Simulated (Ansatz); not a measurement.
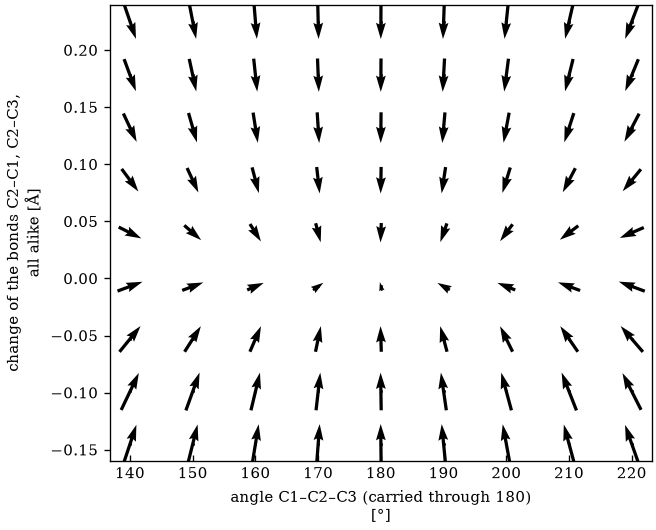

C4H4, SMILES C#CC=C. 
- Coordinates scanned: (1) angle C1–C2–C3 (carried through 180); (2) change of the bonds C2–C1, C2–C3, all alike.
- Nothing is relaxed (all other coordinates rigid).
- The grid has 9 × 9 points.
- Points are written as (first, second).
- The restricted reference is unstable at some or all points, so the energies there are unreliable.
- Method: RHF-MP2, frozen core/def2-TZVP (Ansatz).

In the figure: dots at the grid points, arrows along the force (downhill), their lengths compressed.

The arrows alone are given. Where is the energy lowest?

The arrows converge at about (179°, 0.000 Å) (read from the interpolated surface).

The energy map of the same scan:

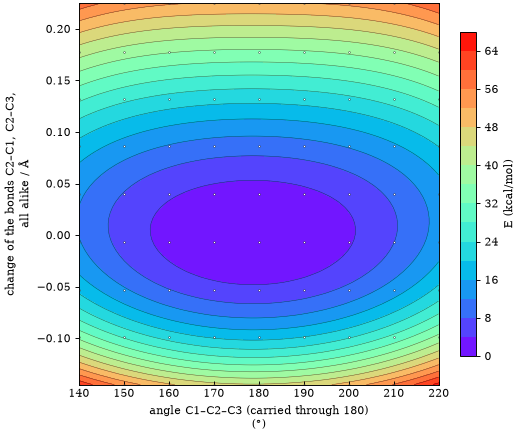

Energies are in kcal/mol, from the relaxed molecule at the same level; between grid points the surface is interpolated.
